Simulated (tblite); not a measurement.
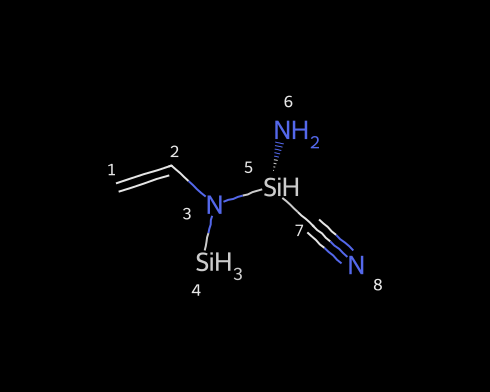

A structural formula, with wedges where it has stereocentres; small numbers name the atoms. The configuration is that of a computed structure (GFN2-xTB).

Give the R/S and E/Z labels.

Si5: S.

Give a SMILES with the stereochemistry.

C=CN([SiH3])[Si@H](N)C#N
